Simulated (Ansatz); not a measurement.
Starting cell, Al2Cu (Al2Cu type, space group I4/mcm):

```
Al2Cu
1.0
   -3.02979     3.02979     2.43726
    3.02979    -3.02979     2.43726
    3.02979     3.02979    -2.43726
Al Cu
4 2
Direct
  0.65828   0.15828   0.81655
  0.84172   0.65828   0.50000
  0.15828   0.34172   0.50000
  0.34172   0.84172   0.18345
  0.25000   0.25000   0.00000
  0.75000   0.75000   0.00000
```

In this cell atom 1 (Al, nearest neighbour Cu at 2.587 Å; its periodic images, 4.9 Å or more away, move with it) is moved by s towards the nearest neighbour, unit vector (-0.371, 0.800, -0.471); all other atoms and the cell stay fixed.

Computed with PBE (plane waves to 420 eV, PAW, scalar-relativistic; Ansatz, a quantum-chemistry and plane-wave program). k mesh 10×10×10 (Γ-centred), Fermi-Dirac smearing 0.05 eV. The energy includes the smearing's −TS. With partly filled bands, energies and forces of such displacements shift with the k mesh and the smearing. Al2Cu is run without spin polarisation. Al2Cu was relaxed with its symmetry unable to fall. The zero of ΔE is the undisplaced structure.

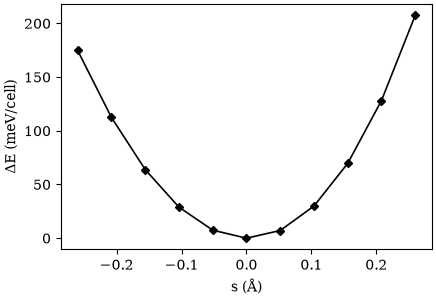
*ΔE (meV/cell) against s (Å); computed points joined by lines.*

Is the energy the same for displacements of ±0.260 Å, and if not, which side lies higher?

Not even: the positive side lies higher at ±0.260 Å.

What is the energy change at s = 0.260 Å?

About 210 meV/cell.

(A displaced cell: forces are minus the slopes of the energy, force constants its curvatures, and phonons follow from these.)
